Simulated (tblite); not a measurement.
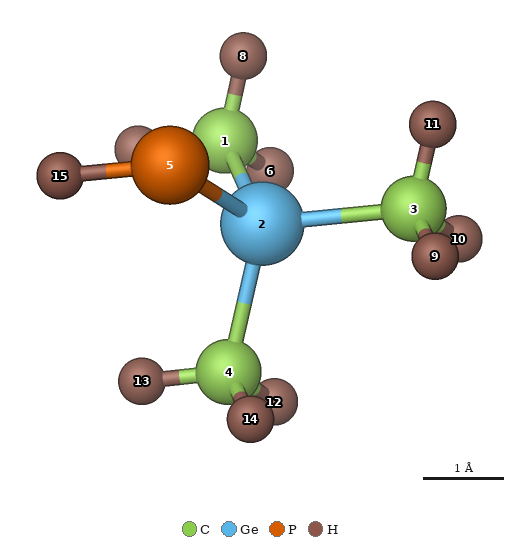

Figure 1. The input geometry (ball-and-stick view, seen at a tilt; atoms are numbered from 1 in the order of the input). Sticks mark near contacts.

**Geometry relaxation of C$_{3}$H$_{10}$GeP (charge −1) (part 1 of 2)**

System: C$_{3}$H$_{10}$GeP, charge −1.
Method: GFN2-xTB geometry optimisation, gas phase (tblite 0.8.0).

It belongs to a series of runs on one base structure; here: NMeEt replaced by GeMe3.

Log
```
step      E/eV     max force
  0    -438.67958    2.508
  1    -438.91465    1.534
  2    -439.07457    1.237
  3    -439.14962    1.078
  4    -439.25660    0.453
  5    -439.27202    0.335
  6    -439.28062    0.225
  7    -439.28858    0.217
  8    -439.29670    0.326
  9    -439.30317    0.316
 10    -439.30734    0.205
 11    -439.31016    0.161
 12    -439.31265    0.129
 13    -439.31443    0.118
 14    -439.31549    0.091
 15    -439.31630    0.102
 16    -439.31733    0.143
 17    -439.31892    0.190
 18    -439.32139    0.218
 19    -439.32440    0.199
 20    -439.32667    0.136
 21    -439.32781    0.073
 22    -439.32839    0.070
 23    -439.32886    0.069
 24    -439.32939    0.078
 25    -439.32988    0.074
 26    -439.33025    0.040
 27    -439.33054    0.040
 28    -439.33082    0.044
 29    -439.33104    0.051
 30    -439.33113    0.028
 31    -439.33115    0.008
```

Trajectory as extended XYZ (Å, eV, eV/Å), 32 frames, from step=0 to step=31
```
15
Properties=species:S:1:pos:R:3:forces:R:3 step=0 energy=-438.67958
C     0.2298    1.3037   -1.2648   -0.7380   0.8000  -1.3430
Ge    0.2180   -0.0085    0.1533    1.5100   0.7940   1.8390
C     0.6437   -1.7673   -0.5707   -0.3520  -0.7680  -0.5140
C    -1.5300   -0.0518    0.9943   -1.3860  -0.3440   0.3900
P     1.7654    0.5379    1.6955    0.7780   0.3800   0.8290
H    -0.5504    1.0326   -2.0203    0.7230   0.5080   0.3090
H    -0.0125    2.3084   -0.8457    0.2380  -0.7010  -0.4980
H     1.2270    1.3367   -1.7397   -0.6620   0.1250   0.1330
H     0.6396   -2.5195    0.2421    0.1030   0.3520  -0.6440
H    -0.1357   -2.0362   -1.3246    0.7010  -0.0590   0.4830
H     1.6314   -1.7380   -1.0554   -0.4730  -0.2380   0.2200
H    -2.2973   -0.3340    0.2479    0.0850   0.2170   0.6210
H    -1.7679    0.9415    1.4337   -0.0080  -0.7830  -0.2920
H    -1.5243   -0.8141    1.8137   -0.1620   0.7140  -0.6560
H     1.4585    1.8166    2.2190   -0.3560  -0.9950  -0.8760
15
Properties=species:S:1:pos:R:3:forces:R:3 step=1 energy=-438.91465
C     0.2192    1.3151   -1.2839   -0.1810   0.2530  -0.4090
Ge    0.2396    0.0028    0.1795    0.8740   0.5890   1.1140
C     0.6387   -1.7783   -0.5780   -0.0550  -0.0830  -0.0790
C    -1.5498   -0.0567    0.9998   -0.4630  -0.0930   0.1070
P     1.7765    0.5433    1.7073    0.9360   0.1450   0.8110
H    -0.5400    1.0399   -2.0159    0.1970   0.3100  -0.1490
H    -0.0091    2.2984   -0.8529    0.0940  -0.2420  -0.3830
H     1.2176    1.3385   -1.7378   -0.4560   0.1470  -0.0240
H     0.6411   -2.5145    0.2329    0.0760   0.0870  -0.4010
H    -0.1256   -2.0371   -1.3177    0.2810  -0.1410   0.1250
H     1.6246   -1.7414   -1.0522   -0.3100  -0.2420   0.1090
H    -2.2961   -0.3309    0.2568   -0.2160   0.0780   0.2720
H    -1.7680    0.9303    1.4295   -0.1520  -0.4520  -0.1250
H    -1.5266   -0.8039    1.8043   -0.2250   0.3250  -0.2480
H     1.4534    1.8024    2.2064   -0.3990  -0.6800  -0.7210
15
Properties=species:S:1:pos:R:3:forces:R:3 step=2 energy=-439.07457
C     0.2109    1.3258   -1.3014    0.1870  -0.2860   0.4330
Ge    0.2715    0.0234    0.2199    0.2170   0.2040   0.2880
C     0.6357   -1.7838   -0.5824    0.0760   0.5430   0.3000
C    -1.5690   -0.0608    1.0046    0.3840   0.0960  -0.2500
P     1.8074    0.5491    1.7347    1.0290  -0.3110   0.6120
H    -0.5313    1.0511   -2.0191   -0.2860   0.0630  -0.5000
H    -0.0054    2.2885   -0.8662   -0.0720   0.3280  -0.1840
H     1.2014    1.3433   -1.7380   -0.0370   0.1480  -0.2390
H     0.6438   -2.5105    0.2184    0.0460  -0.2100  -0.0480
H    -0.1145   -2.0415   -1.3121   -0.1240  -0.1430  -0.1800
H     1.6135   -1.7495   -1.0481    0.0200  -0.1920  -0.0650
H    -2.3022   -0.3277    0.2673   -0.4190  -0.0520  -0.0930
H    -1.7725    0.9138    1.4247   -0.3090   0.0610   0.1050
H    -1.5339   -0.7914    1.7943   -0.2450  -0.1580   0.2410
H     1.4402    1.7783    2.1816   -0.4660  -0.0910  -0.4200
15
Properties=species:S:1:pos:R:3:forces:R:3 step=3 energy=-439.14962
C     0.2092    1.3266   -1.3034    0.1150  -0.3790   0.5020
Ge    0.2901    0.0359    0.2433    0.0470   0.0000   0.0050
C     0.6348   -1.7783   -0.5801    0.0290   0.5580   0.2940
C    -1.5726   -0.0615    1.0027    0.5120   0.0850  -0.2580
P     1.8377    0.5464    1.7566    0.8890  -0.4240   0.4370
H    -0.5314    1.0573   -2.0280   -0.2600   0.0100  -0.3840
H    -0.0048    2.2891   -0.8751   -0.1120   0.4420  -0.1230
H     1.1938    1.3478   -1.7419    0.1240   0.1270  -0.2880
H     0.6457   -2.5119    0.2111    0.0280  -0.2470   0.0630
H    -0.1110   -2.0456   -1.3120   -0.1550  -0.0560  -0.1510
H     1.6091   -1.7562   -1.0474    0.1310  -0.1330  -0.1100
H    -2.3112   -0.3270    0.2709   -0.3460  -0.0640  -0.1530
H    -1.7795    0.9074    1.4242   -0.3330   0.2080   0.1570
H    -1.5411   -0.7882    1.7935   -0.2300  -0.2330   0.2890
H     1.4266    1.7662    2.1637   -0.4370   0.1070  -0.2780
15
Properties=species:S:1:pos:R:3:forces:R:3 step=4 energy=-439.25660
C     0.2047    1.3208   -1.2996    0.0560  -0.1580   0.3100
Ge    0.3266    0.0573    0.2868   -0.0760  -0.3220  -0.3100
C     0.6319   -1.7587   -0.5714    0.0420   0.1740   0.1290
C    -1.5704   -0.0623    0.9950    0.3280   0.0640  -0.0430
P     1.9118    0.5316    1.8052    0.2780  -0.1690   0.1150
H    -0.5342    1.0694   -2.0491   -0.0690  -0.0610   0.0080
H    -0.0060    2.2995   -0.8945   -0.1170   0.3110  -0.1010
H     1.1834    1.3588   -1.7557    0.1360   0.0550  -0.2120
H     0.6499   -2.5193    0.1991   -0.0170  -0.1200   0.1170
H    -0.1063   -2.0527   -1.3129   -0.0980   0.1680   0.0280
H     1.6043   -1.7708   -1.0485    0.1350   0.0080  -0.0840
H    -2.3333   -0.3265    0.2750    0.0060  -0.0230  -0.0990
H    -1.7997    0.9004    1.4266   -0.2640   0.2020   0.1130
H    -1.5592   -0.7863    1.7970   -0.1670  -0.1650   0.1440
H     1.3920    1.7470    2.1250   -0.1740   0.0360  -0.1140
15
Properties=species:S:1:pos:R:3:forces:R:3 step=5 energy=-439.27202
C     0.2046    1.3178   -1.2946    0.0550   0.0100   0.1120
Ge    0.3328    0.0562    0.2906    0.0060  -0.2690  -0.2000
C     0.6320   -1.7530   -0.5681    0.0700  -0.0400   0.0310
C    -1.5656   -0.0616    0.9933    0.1100   0.0540   0.0650
P     1.9299    0.5266    1.8162    0.0480  -0.0480   0.0070
H    -0.5355    1.0708   -2.0525    0.0230  -0.0620   0.1450
H    -0.0080    2.3059   -0.9000   -0.0820   0.1550  -0.1140
H     1.1833    1.3617   -1.7615    0.0260   0.0320  -0.1230
H     0.6504   -2.5223    0.1985   -0.0210  -0.0350   0.0710
H    -0.1067   -2.0512   -1.3123   -0.0500   0.2110   0.0900
H     1.6053   -1.7734   -1.0499    0.0640   0.0340  -0.0380
H    -2.3370   -0.3266    0.2745    0.1450   0.0100  -0.0290
H    -1.8076    0.9019    1.4286   -0.1860   0.0800   0.0480
H    -1.5652   -0.7882    1.7995   -0.1320  -0.0680   0.0330
H     1.3828    1.7433    2.1157   -0.0750  -0.0630  -0.0960
15
Properties=species:S:1:pos:R:3:forces:R:3 step=6 energy=-439.28062
C     0.2060    1.3170   -1.2903    0.0440   0.1090  -0.0270
Ge    0.3348    0.0500    0.2873    0.0880  -0.1270  -0.0260
C     0.6336   -1.7518   -0.5662    0.0740  -0.1490  -0.0280
C    -1.5614   -0.0601    0.9940   -0.0420   0.0330   0.1120
P     1.9368    0.5239    1.8199   -0.0700  -0.0090  -0.0630
H    -0.5356    1.0698   -2.0507    0.0640  -0.0610   0.1970
H    -0.0105    2.3115   -0.9042   -0.0440   0.0360  -0.1120
H     1.1838    1.3633   -1.7661   -0.0490   0.0250  -0.0570
H     0.6502   -2.5242    0.1999   -0.0140   0.0060   0.0270
H    -0.1081   -2.0462   -1.3103   -0.0240   0.1990   0.1020
H     1.6071   -1.7735   -1.0512    0.0180   0.0270  -0.0090
H    -2.3351   -0.3265    0.2736    0.2060   0.0290   0.0080
H    -1.8143    0.9043    1.4304   -0.1160  -0.0150   0.0020
H    -1.5701   -0.7904    1.8013   -0.1030   0.0080  -0.0330
H     1.3782    1.7409    2.1106   -0.0340  -0.1110  -0.0930
15
Properties=species:S:1:pos:R:3:forces:R:3 step=7 energy=-439.28858
C     0.2084    1.3182   -1.2866    0.0320   0.1450  -0.1030
Ge    0.3381    0.0418    0.2835    0.1260   0.0480   0.1380
C     0.6368   -1.7535   -0.5648    0.0620  -0.1700  -0.0500
C    -1.5581   -0.0580    0.9967   -0.1220   0.0120   0.1140
P     1.9415    0.5210    1.8217   -0.1380   0.0030  -0.1110
H    -0.5346    1.0675   -2.0451    0.0600  -0.0700   0.1930
H    -0.0137    2.3175   -0.9101   -0.0060  -0.0430  -0.0880
H     1.1835    1.3654   -1.7715   -0.0800   0.0260  -0.0100
H     0.6496   -2.5259    0.2019    0.0000   0.0120  -0.0060
H    -0.1100   -2.0375   -1.3066   -0.0180   0.1530   0.0780
H     1.6092   -1.7730   -1.0527   -0.0020   0.0020   0.0040
H    -2.3292   -0.3259    0.2728    0.2140   0.0340   0.0060
H    -1.8227    0.9063    1.4321   -0.0470  -0.0750  -0.0230
H    -1.5765   -0.7925    1.8024   -0.0700   0.0550  -0.0560
H     1.3734    1.7367    2.1043   -0.0110  -0.1310  -0.0870
15
Properties=species:S:1:pos:R:3:forces:R:3 step=8 energy=-439.29670
C     0.2116    1.3217   -1.2837    0.0200   0.1130  -0.1040
Ge    0.3442    0.0342    0.2824    0.1000   0.2020   0.2350
C     0.6413   -1.7577   -0.5639    0.0330  -0.1000  -0.0340
C    -1.5560   -0.0554    1.0016   -0.1180  -0.0050   0.0760
P     1.9453    0.5173    1.8222   -0.1550  -0.0010  -0.1280
H    -0.5329    1.0635   -2.0359    0.0150  -0.0930   0.1420
H    -0.0174    2.3239   -0.9185    0.0250  -0.0710  -0.0420
H     1.1819    1.3683   -1.7780   -0.0630   0.0320   0.0160
H     0.6491   -2.5280    0.2040    0.0170  -0.0110  -0.0270
H    -0.1128   -2.0253   -1.3013   -0.0260   0.0850   0.0310
H     1.6118   -1.7728   -1.0544   -0.0030  -0.0360   0.0030
H    -2.3192   -0.3246    0.2715    0.1740   0.0240  -0.0370
H    -1.8332    0.9073    1.4338    0.0130  -0.0880  -0.0250
H    -1.5854   -0.7940    1.8029   -0.0350   0.0670  -0.0360
H     1.3671    1.7295    2.0952    0.0020  -0.1170  -0.0680
15
Properties=species:S:1:pos:R:3:forces:R:3 step=9 energy=-439.30317
C     0.2148    1.3261   -1.2823    0.0070   0.0330  -0.0450
Ge    0.3512    0.0314    0.2858    0.0190   0.2420   0.2020
C     0.6457   -1.7620   -0.5632   -0.0030   0.0240   0.0090
C    -1.5554   -0.0532    1.0068   -0.0460  -0.0130   0.0160
P     1.9472    0.5136    1.8212   -0.1040  -0.0170  -0.0980
H    -0.5315    1.0584   -2.0258   -0.0420  -0.1150   0.0760
H    -0.0202    2.3287   -0.9268    0.0370  -0.0430   0.0060
H     1.1797    1.3717   -1.7839   -0.0140   0.0360   0.0140
H     0.6491   -2.5304    0.2054    0.0280  -0.0380  -0.0380
H    -0.1158   -2.0133   -1.2963   -0.0290   0.0290  -0.0060
H     1.6141   -1.7736   -1.0560    0.0020  -0.0650  -0.0050
H    -2.3079   -0.3232    0.2694    0.1120   0.0070  -0.0950
H    -1.8426    0.9069    1.4351    0.0410  -0.0530  -0.0060
H    -1.5940   -0.7943    1.8032   -0.0100   0.0430   0.0110
H     1.3611    1.7211    2.0855    0.0030  -0.0700  -0.0400
15
Properties=species:S:1:pos:R:3:forces:R:3 step=10 energy=-439.30734
C     0.2169    1.3294   -1.2820   -0.0050  -0.0370   0.0170
Ge    0.3562    0.0338    0.2916   -0.0630   0.1750   0.0870
C     0.6486   -1.7641   -0.5623   -0.0280   0.1180   0.0450
C    -1.5556   -0.0519    1.0105    0.0250  -0.0140  -0.0300
P     1.9472    0.5107    1.8191   -0.0200  -0.0280  -0.0390
H    -0.5314    1.0527   -2.0176   -0.0720  -0.1220   0.0350
H    -0.0215    2.3315   -0.9323    0.0320  -0.0010   0.0330
H     1.1780    1.3748   -1.7878    0.0240   0.0330   0.0020
H     0.6496   -2.5329    0.2055    0.0270  -0.0420  -0.0470
H    -0.1183   -2.0046   -1.2930   -0.0190   0.0030  -0.0140
H     1.6158   -1.7755   -1.0573   -0.0060  -0.0710  -0.0050
H    -2.2983   -0.3221    0.2661    0.0650  -0.0070  -0.1300
H    -1.8484    0.9058    1.4360    0.0390  -0.0070   0.0130
H    -1.6001   -0.7938    1.8037    0.0020   0.0120   0.0440
H     1.3569    1.7141    2.0779   -0.0030  -0.0140  -0.0110
15
Properties=species:S:1:pos:R:3:forces:R:3 step=11 energy=-439.31016
C     0.2182    1.3310   -1.2816   -0.0150  -0.0650   0.0460
Ge    0.3582    0.0387    0.2969   -0.1000   0.0720  -0.0220
C     0.6498   -1.7633   -0.5610   -0.0370   0.1460   0.0560
C    -1.5554   -0.0514    1.0123    0.0550  -0.0100  -0.0480
P     1.9466    0.5084    1.8169    0.0490  -0.0260   0.0180
H    -0.5326    1.0466   -2.0115   -0.0680  -0.1100   0.0220
H    -0.0217    2.3331   -0.9352    0.0210   0.0190   0.0370
H     1.1773    1.3774   -1.7901    0.0310   0.0220  -0.0020
H     0.6504   -2.5351    0.2045    0.0190  -0.0220  -0.0530
H    -0.1201   -1.9988   -1.2910   -0.0010   0.0010  -0.0020
H     1.6165   -1.7780   -1.0581   -0.0260  -0.0570   0.0020
H    -2.2906   -0.3216    0.2614    0.0430  -0.0110  -0.1290
H    -1.8512    0.9049    1.4368    0.0270   0.0200   0.0180
H    -1.6039   -0.7932    1.8048    0.0070  -0.0040   0.0460
H     1.3542    1.7093    2.0730   -0.0050   0.0260   0.0120
15
Properties=species:S:1:pos:R:3:forces:R:3 step=12 energy=-439.31265
C     0.2188    1.3314   -1.2810   -0.0220  -0.0590   0.0460
Ge    0.3577    0.0444    0.3011   -0.0830  -0.0320  -0.0910
C     0.6501   -1.7602   -0.5591   -0.0360   0.1170   0.0420
C    -1.5548   -0.0513    1.0131    0.0480  -0.0040  -0.0450
P     1.9461    0.5063    1.8148    0.0890  -0.0090   0.0600
H    -0.5349    1.0391   -2.0055   -0.0430  -0.0820   0.0250
H    -0.0212    2.3344   -0.9366    0.0050   0.0140   0.0260
H     1.1772    1.3798   -1.7918    0.0090   0.0030   0.0020
H     0.6515   -2.5372    0.2026    0.0030   0.0120  -0.0530
H    -0.1216   -1.9941   -1.2894    0.0160   0.0090   0.0160
H     1.6165   -1.7812   -1.0586   -0.0490  -0.0250   0.0120
H    -2.2830   -0.3213    0.2549    0.0360  -0.0080  -0.0980
H    -1.8526    0.9043    1.4376    0.0140   0.0250   0.0070
H    -1.6067   -0.7925    1.8064    0.0090  -0.0070   0.0200
H     1.3524    1.7059    2.0696    0.0030   0.0450   0.0300
15
Properties=species:S:1:pos:R:3:forces:R:3 step=13 energy=-439.31443
C     0.2188    1.3306   -1.2800   -0.0230  -0.0320   0.0270
Ge    0.3555    0.0484    0.3024   -0.0150  -0.0840  -0.0810
C     0.6494   -1.7559   -0.5570   -0.0280   0.0520   0.0110
C    -1.5538   -0.0514    1.0128    0.0190   0.0020  -0.0290
P     1.9465    0.5049    1.8139    0.0800   0.0130   0.0670
H    -0.5374    1.0321   -2.0007   -0.0130  -0.0490   0.0330
H    -0.0206    2.3350   -0.9367   -0.0090  -0.0080   0.0100
H     1.1773    1.3815   -1.7924   -0.0240  -0.0160   0.0100
H     0.6523   -2.5382    0.2000   -0.0130   0.0410  -0.0390
H    -0.1223   -1.9907   -1.2880    0.0180   0.0190   0.0240
H     1.6153   -1.7839   -1.0586   -0.0580   0.0110   0.0170
H    -2.2766   -0.3212    0.2483    0.0360  -0.0020  -0.0540
H    -1.8527    0.9042    1.4381    0.0050   0.0120  -0.0130
H    -1.6081   -0.7919    1.8077    0.0080   0.0010  -0.0180
H     1.3517    1.7046    2.0683    0.0160   0.0400   0.0370
15
Properties=species:S:1:pos:R:3:forces:R:3 step=14 energy=-439.31549
C     0.2184    1.3296   -1.2790   -0.0190  -0.0100   0.0100
Ge    0.3538    0.0493    0.3018    0.0500  -0.0730  -0.0220
C     0.6485   -1.7525   -0.5558   -0.0180  -0.0040  -0.0140
C    -1.5529   -0.0514    1.0120   -0.0010   0.0060  -0.0170
P     1.9478    0.5044    1.8143    0.0440   0.0280   0.0480
H    -0.5391    1.0270   -1.9973    0.0020  -0.0270   0.0340
H    -0.0203    2.3350   -0.9364   -0.0190  -0.0270   0.0000
H     1.1769    1.3821   -1.7925   -0.0430  -0.0270   0.0130
H     0.6526   -2.5380    0.1979   -0.0240   0.0470  -0.0160
H    -0.1224   -1.9885   -1.2868    0.0030   0.0230   0.0150
H     1.6136   -1.7852   -1.0583   -0.0450   0.0340   0.0120
H    -2.2722   -0.3212    0.2434    0.0350   0.0030  -0.0240
H    -1.8523    0.9043    1.4381    0.0020  -0.0030  -0.0310
H    -1.6085   -0.7916    1.8081    0.0050   0.0060  -0.0440
H     1.3518    1.7048    2.0685    0.0280   0.0230   0.0360
15
Properties=species:S:1:pos:R:3:forces:R:3 step=15 energy=-439.31630
C     0.2178    1.3286   -1.2779   -0.0140  -0.0030   0.0040
Ge    0.3538    0.0485    0.3010    0.0880  -0.0320   0.0400
C     0.6475   -1.7501   -0.5551   -0.0110  -0.0360  -0.0280
C    -1.5522   -0.0513    1.0111   -0.0030   0.0070  -0.0130
P     1.9496    0.5045    1.8156    0.0110   0.0350   0.0260
H    -0.5403    1.0228   -1.9942    0.0040  -0.0150   0.0290
H    -0.0206    2.3346   -0.9363   -0.0260  -0.0360  -0.0030
H     1.1758    1.3820   -1.7924   -0.0460  -0.0330   0.0100
H     0.6522   -2.5370    0.1962   -0.0300   0.0360   0.0110
H    -0.1226   -1.9864   -1.2858   -0.0210   0.0210  -0.0040
H     1.6116   -1.7854   -1.0579   -0.0200   0.0450  -0.0010
H    -2.2684   -0.3211    0.2395    0.0290   0.0060  -0.0070
H    -1.8523    0.9044    1.4375    0.0020  -0.0100  -0.0420
H    -1.6088   -0.7913    1.8076    0.0030   0.0060  -0.0540
H     1.3524    1.7052    2.0692    0.0360   0.0090   0.0330
15
Properties=species:S:1:pos:R:3:forces:R:3 step=16 energy=-439.31733
C     0.2168    1.3273   -1.2763   -0.0070  -0.0060   0.0070
Ge    0.3558    0.0470    0.3011    0.1000   0.0260   0.0990
C     0.6462   -1.7478   -0.5546   -0.0020  -0.0540  -0.0340
C    -1.5510   -0.0509    1.0097    0.0100   0.0070  -0.0160
P     1.9526    0.5052    1.8179   -0.0170   0.0340   0.0040
H    -0.5418    1.0172   -1.9897   -0.0020  -0.0060   0.0190
H    -0.0216    2.3337   -0.9364   -0.0350  -0.0380   0.0000
H     1.1735    1.3814   -1.7924   -0.0360  -0.0350   0.0020
H     0.6512   -2.5354    0.1944   -0.0340   0.0110   0.0410
H    -0.1234   -1.9831   -1.2845   -0.0510   0.0150  -0.0290
H     1.6089   -1.7849   -1.0576    0.0150   0.0500  -0.0210
H    -2.2630   -0.3209    0.2343    0.0190   0.0070   0.0030
H    -1.8525    0.9044    1.4360    0.0020  -0.0100  -0.0490
H    -1.6096   -0.7908    1.8059   -0.0010   0.0000  -0.0560
H     1.3534    1.7057    2.0703    0.0400   0.0000   0.0310
15
Properties=species:S:1:pos:R:3:forces:R:3 step=17 energy=-439.31892
C     0.2151    1.3249   -1.2734    0.0030  -0.0180   0.0170
Ge    0.3608    0.0452    0.3033    0.0800   0.0940   0.1440
C     0.6441   -1.7449   -0.5545    0.0080  -0.0600  -0.0320
C    -1.5487   -0.0502    1.0072    0.0340   0.0050  -0.0220
P     1.9576    0.5067    1.8219   -0.0320   0.0250  -0.0140
H    -0.5444    1.0081   -1.9821   -0.0140   0.0030   0.0060
H    -0.0240    2.3319   -0.9369   -0.0470  -0.0320   0.0070
H     1.1692    1.3798   -1.7927   -0.0140  -0.0360  -0.0140
H     0.6490   -2.5327    0.1923   -0.0370  -0.0260   0.0730
H    -0.1257   -1.9774   -1.2830   -0.0810   0.0090  -0.0560
H     1.6051   -1.7833   -1.0577    0.0590   0.0460  -0.0480
H    -2.2539   -0.3205    0.2259    0.0060   0.0080   0.0090
H    -1.8532    0.9042    1.4328    0.0020  -0.0040  -0.0550
H    -1.6110   -0.7903    1.8023   -0.0060  -0.0140  -0.0480
H     1.3556    1.7063    2.0724    0.0410  -0.0010   0.0310
```
